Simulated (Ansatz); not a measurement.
# CH2FO (SMILES [O]CF) at 6 levels

Wanted: a comparison of 6 runs (UBLYP/STO-3G, UCAM-B3LYP/STO-3G, RPA@PBE/STO-3G, UCCSDT/STO-3G, UCCSDTQ/STO-3G, UCCSD/STO-3G) of CH2FO. 

Program for the calculation: Ansatz 0.2.0.

56 further runs of the same task are left out: 56 set aside as unsound or not needed.

## Step 1: The structure to begin with

The species is CH2FO (5 atoms), meant as a doublet with charge 0. As SMILES, `[O]CF`. The H4–C2 distance was set to 1.664 Å, away from the relaxed value. At this shape a bond of the SMILES string is far longer than usual.

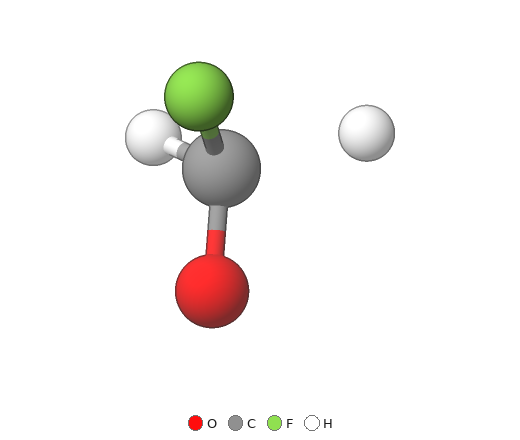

The structure, seen from a chosen angle (oxygen red, carbon grey, fluorine green, hydrogen white).

## Step 2: The energy at UBLYP/STO-3G (run 1)

The input, run.yaml:

```yaml
crystal:
  periodic: [false, false, false]
  atoms:
    - {symbol: O, position_ang: [-1.071049, 0.658957, 0.921105]}
    - {symbol: C, position_ang: [0.042051, 0.443957, 0.278105]}
    - {symbol: F, position_ang: [1.157151, 0.281557, 1.068305]}
    - {symbol: H, position_ang: [-0.112900, -0.924800, -0.655200]}
    - {symbol: H, position_ang: [0.241151, 1.291757, -0.409195]}
basis:
  gaussian: {orbitals: STO-3G}
magnetization: {spin_polarized: true, initial_magnetization: 1}
hamiltonian: {xc: {name: BLYP}}
accuracy: high
```

On the command line:

```console
ansatz run run.yaml --threads 1 --pin off --max-ram 2610MiB --events-out events.jsonl --progress --plain --runs-dir runs
```

The program printed:

```text
Warning: RAYON_NUM_THREADS=1 ignored (pool sized by the plan → 1); use --threads N
Functional definition: BLYP
  name "BLYP"
  parameter beta = 0.0042
  parameter a = 0.04918
  parameter b = 0.132
  parameter c = 0.2533
  parameter d = 0.349
  exchange = b88_x(beta = beta)
  correlation = lyp_c(a = a, b = b, c = c, d = d)
297 factors; integrals over basis functions are off by at most 3.8e-8 eV
mean field evaluation 1: about -5743.6989 eV, gradient 2.0e1 eV
mean field evaluation 2: about -5706.5608 eV, gradient 8.6e1 eV
mean field evaluation 4: about -5745.2425 eV, gradient 1.1e1 eV
mean field evaluation 8: about -5746.3840 eV, gradient 3.1e-1 eV
mean field evaluation 16: about -5746.3856 eV, gradient 4.6e-5 eV
mean field evaluation 32: about -5746.3184 eV, gradient 1.4e0 eV
mean field -5746.38563440 eV, -211.1757770240 hartree, gradient 5.8e-8 eV, S^2 0.778810; 3 other end points of the search recorded, 0 dependent functions left out
reference -5746.38566341 eV, -211.1757780904 hartree; 13, 12 occupied and 4, 5 virtual orbitals, 297 factors
Total energy: -5746.38566341 eV, -211.1757780904 hartree
```

It took 1.4 s on 1 thread of Arm Neoverse V2, shared host; peak memory 0.12 GiB.

## Step 3: A single-point energy at UCAM-B3LYP/STO-3G (run 2)

Edit run.yaml of step 2 so:

```diff
@@ -1 +1,4 @@
+basis:
+  gaussian:
+    orbitals: STO-3G
 crystal:
@@ -8,6 +11,7 @@
     - {symbol: H, position_ang: [0.241151, 1.291757, -0.409195]}
-basis:
-  gaussian: {orbitals: STO-3G}
-magnetization: {spin_polarized: true, initial_magnetization: 1}
-hamiltonian: {xc: {name: BLYP}}
+magnetization:
+  spin_polarized: true
+  initial_magnetization: 1
+hamiltonian:
+  xc: {name: CAM-B3LYP}
 accuracy: high
```

On the command line:

```console
ansatz run run.yaml --threads 1 --pin off --max-ram 2610MiB --events-out events.jsonl --progress --plain --runs-dir runs
```

The program printed:

```text
Warning: RAYON_NUM_THREADS=1 ignored (pool sized by the plan → 1); use --threads N
Functional definition: CAM-B3LYP
  name "CAM-B3LYP"
  parameter alpha = 0.19
  parameter beta = 0.46
  parameter omega = 0.33/bohr
  parameter ac = 0.81
  exchange = (1 - alpha - beta)*b88_x + beta*b88_x_sr(omega) + alpha*exact_x + beta*exact_x_lr(omega)
  correlation = (1 - ac)*vwn5_c + ac*lyp_c
297 factors; integrals over basis functions are off by at most 3.8e-8 eV
148 factors; integrals over basis functions are off by at most 6.3e-10 eV
mean field evaluation 1: about -5741.6944 eV, gradient 2.3e1 eV
mean field evaluation 2: about -5739.0476 eV, gradient 3.5e1 eV
mean field evaluation 4: about -5745.4457 eV, gradient 2.5e0 eV
mean field evaluation 8: about -5745.5185 eV, gradient 7.8e-2 eV
mean field evaluation 16: about -5745.5198 eV, gradient 7.4e-4 eV
mean field -5745.51980452 eV, -211.1439583630 hartree, gradient 7.5e-8 eV, S^2 0.827534; 2 other end points of the search recorded, 0 dependent functions left out
reference -5745.51981488 eV, -211.1439587437 hartree; 13, 12 occupied and 4, 5 virtual orbitals, 297 factors
Total energy: -5745.51981488 eV, -211.1439587437 hartree
```

It took 2 s on 1 thread of Arm Neoverse V2, shared host; peak memory 0.12 GiB.

Runs 3 to 5 aren't shown in full; the table further down has their settings and results.

## Step 4: The energy at UCCSD/STO-3G (run 6)

The input, in.yaml:

```yaml
crystal:
  periodic: [false, false, false]
  atoms:
    - {symbol: O, position_ang: [-1.071049, 0.658957, 0.921105]}
    - {symbol: C, position_ang: [0.042051, 0.443957, 0.278105]}
    - {symbol: F, position_ang: [1.157151, 0.281557, 1.068305]}
    - {symbol: H, position_ang: [-0.112900, -0.924800, -0.655200]}
    - {symbol: H, position_ang: [0.241151, 1.291757, -0.409195]}
basis:
  gaussian:
    orbitals: STO-3G
magnetization:
  spin_polarized: true
  initial_magnetization: 1
correlation:
  method: ccsd
  frozen_orbitals: {C: 1, F: 1, H: 0, O: 1}
accuracy: high
scf:
  omitted_lower_state_checks: [cluster_reference, increment]
```

On the command line:

```console
ansatz run in.yaml --threads 1 --pin off --max-ram 2610MiB --events-out events.jsonl --progress --plain --runs-dir runs
```

The program printed:

```text
Warning: RAYON_NUM_THREADS=1 ignored (pool sized by the plan → 1); use --threads N
[... 13 lines left out ...]
3 core orbitals not correlated: weight in the atoms' cores, before any rotation towards them, 1.000 or more for the frozen orbitals, at most 0.000 for the correlated occupied ones
[... 45 lines left out ...]
Total energy: -5726.42618764 eV, -210.4422808848 hartree
Checks for a lower state left out: cluster_reference, increment
```

It took 0.28 s on 1 thread of Arm Neoverse V2, shared host.

## Step 5: Overview of the runs

| run | level | frozen core orbitals | energy (Eh) | ⟨S²⟩ | wall time |
| --- | --- | --- | --- | --- | --- |
| 1 | UBLYP/STO-3G | – | -211.175778 | 0.779 | 1.4 s |
| 2 | UCAM-B3LYP/STO-3G | – | -211.143959 | 0.828 | 2 s |
| 3 | RPA@PBE/STO-3G | 3 | -210.510427 | 0.777 | 2 s |
| 4 | UCCSDT/STO-3G | 3 | -210.447690 | 1.066 | 1.4 s |
| 5 | UCCSDTQ/STO-3G | 3 | -210.447953 | 1.066 | 2 min |
| 6 | UCCSD/STO-3G | 3 | -210.442281 | 1.066 | 0.28 s |

## Step 6: What came out

```
                                          quantity          value
                               run 6: total energy  -210.44228 Eh
run 6: correlation energy (3 core orbitals frozen)     -133.2 mEh
          run 6: ⟨S²⟩ of the reference determinant          1.066
                              run 6: T1 diagnostic          0.035
```

Totals of different functionals can't be ranked against each other. In runs 1, 2, 3, 4, 5, 6 the basis is minimal, so the values are rough. Spin contamination of the reference: run 4 ⟨S²⟩ = 1.07, run 5 ⟨S²⟩ = 1.07, run 6 ⟨S²⟩ = 1.07. All runs together took 2.1 min, the longest 2 min.
